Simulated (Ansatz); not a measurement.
**H2O2 (hydrogen peroxide) at BHLYP/def2-TZVPP**

What is the vertical ionisation energy of H2O2 (hydrogen peroxide) at BHLYP/def2-TZVPP? 

The results are computed with Ansatz 0.2.0.

38 further runs of the same task are left out: 38 set aside as unsound or not needed.

### 1 The molecule

The species is H2O2 (4 atoms), meant as a singlet with charge 0. SMILES: `OO`. The coordinates come from a PBE0-D4/def2-TZVP relaxation.

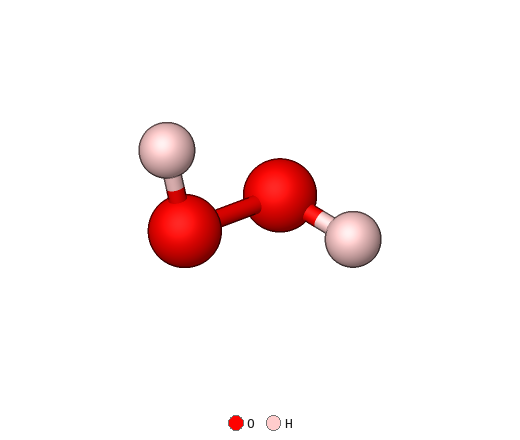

The structure, seen from a chosen angle (oxygen red, hydrogen pink).

### 2 A single-point energy at BHLYP/def2-TZVPP

File in.yaml:

```yaml
crystal:
  periodic: [false, false, false]
  atoms:
    - symbol: O
      position_ang: [-0.486800, -0.581100, 0.030600]
    - symbol: O
      position_ang: [0.048300, 0.728400, 0.206900]
    - symbol: H
      position_ang: [0.186400, -1.117000, 0.467400]
    - symbol: H
      position_ang: [0.252100, 0.969800, -0.704900]
basis:
  gaussian:
    orbitals: def2-TZVPP
hamiltonian:
  xc: {name: BHLYP}
accuracy: high
output: {orbitals: {seedname: orbitals}}
```

Run with:

```
ansatz run in.yaml --threads 1 --pin off --max-ram 3480MiB --events-out events.jsonl --progress --plain --runs-dir runs
```

Log:

```text
Warning: RAYON_NUM_THREADS=1 ignored (pool sized by the plan → 1); use --threads N
Functional definition: BHLYP
  name "BHLYP"
  parameter a = 0.5
  exchange = (1 - a)*b88_x + a*exact_x
  correlation = lyp_c
1537 factors; integrals over basis functions are off by at most 3.6e-9 eV
mean field evaluation 1: about -4121.8515 eV, gradient 3.2e1 eV
mean field evaluation 2: about -4122.2753 eV, gradient 2.8e1 eV
mean field evaluation 4: about -4123.5113 eV, gradient 2.8e-1 eV
mean field evaluation 8: about -4123.5112 eV, gradient 6.9e-3 eV
mean field evaluation 16: about -4123.5112 eV, gradient 2.8e-6 eV
mean field -4123.51121809 eV, -151.5362422484 hartree, gradient 1.8e-8 eV, S^2 0.000000; 0 other end points of the search recorded, 0 dependent functions left out
reference -4123.51123641 eV, -151.5362429216 hartree; 9, 9 occupied and 81, 81 virtual orbitals, 1537 factors
Total energy: -4123.51123641 eV, -151.5362429216 hartree
```

Run time: 2.7 s. Hardware: 1 thread of Arm Neoverse V2, shared host; peak memory 0.19 GiB.

### 3 The doublet cation, same level

File job.yaml:

```yaml
crystal:
  periodic: [false, false, false]
  atoms:
    - {symbol: O, position_ang: [-0.486800, -0.581100, 0.030600]}
    - {symbol: O, position_ang: [0.048300, 0.728400, 0.206900]}
    - {symbol: H, position_ang: [0.186400, -1.117000, 0.467400]}
    - {symbol: H, position_ang: [0.252100, 0.969800, -0.704900]}
basis:
  gaussian: {orbitals: def2-TZVPP}
hamiltonian: {xc: {name: BHLYP}}
output: {orbitals: {seedname: orbitals}}
accuracy: high
total_charge: 1
magnetization: {spin_polarized: true, initial_magnetization: 1}
```

Run with:

```
ansatz run job.yaml --threads 1 --pin off --max-ram 3480MiB --events-out events.jsonl --progress --plain --runs-dir runs
```

Log:

```text
Warning: RAYON_NUM_THREADS=1 ignored (pool sized by the plan → 1); use --threads N
[... 5 set-up lines as earlier in the session ...]
1537 factors; integrals over basis functions are off by at most 3.6e-9 eV
mean field evaluation 1: about -4108.5894 eV, gradient 3.2e1 eV
mean field evaluation 2: about -4110.1128 eV, gradient 2.4e1 eV
mean field evaluation 4: about -4111.8097 eV, gradient 3.3e-1 eV
mean field evaluation 8: about -4111.8408 eV, gradient 2.0e-2 eV
mean field evaluation 16: about -4111.8409 eV, gradient 6.6e-4 eV
mean field evaluation 32: about -4110.4788 eV, gradient 1.4e1 eV
mean field -4111.84541823 eV, -151.1075320111 hartree, gradient 8.8e-8 eV, S^2 0.758828; 2 other end points of the search recorded, 0 dependent functions left out
reference -4111.84543361 eV, -151.1075325762 hartree; 9, 8 occupied and 81, 82 virtual orbitals, 1537 factors
Total energy: -4111.84543361 eV, -151.1075325762 hartree
```

Run time: 9 s. Hardware: 1 thread of Arm Neoverse V2, shared host; peak memory 0.24 GiB.

### 4 Results

At BHLYP/def2-TZVPP:

| quantity | value |
| --- | --- |
| singlet H2O2: total energy | -151.53624 Eh |
| singlet H2O2: HOMO energy | -10.06 eV |
| singlet H2O2: LUMO energy | 1.54 eV |
| singlet H2O2: HOMO–LUMO gap | 11.60 eV |
| doublet cation: total energy | -151.10753 Eh |
| doublet cation: HOMO energy (highest over α and β) | -20.49 eV |
| doublet cation: LUMO energy (lowest over α and β) | -13.28 eV |
| doublet cation: ⟨S²⟩ | 0.759 |
| vertical ionisation energy (to the doublet cation) | 11.666 eV |

What this shows: The vertical ionisation energy comes to 11.67 eV (1126 kJ/mol). The negative HOMO energy of the first species, 10.06 eV, lies 1.61 eV below that difference.
